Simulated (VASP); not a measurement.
Band structure of Ga2O3 (corundum). Computed with PBEsol GGA, VASP's PBE PAW potentials (set 64) (plane waves; VASP).

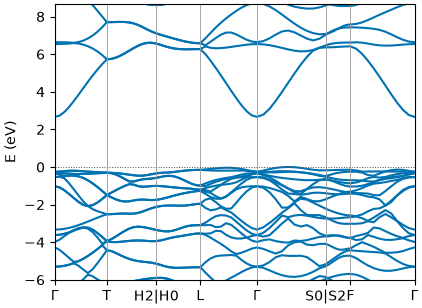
Figure. Bands along high-symmetry lines, zero at the valence-band maximum or, without a gap, the Fermi level

Question: Read the plot: is there a gap, and where are the band edges?

Answer: The gap is indirect, 2.66 eV, from the valence maximum at Γ-S0 at 0.45 to the conduction minimum at Γ. (Edges off the drawn lines would not show.)

The compound is Ga2O3 in the corundum structure, the metastable α form; monoclinic β is stable. It was relaxed first.
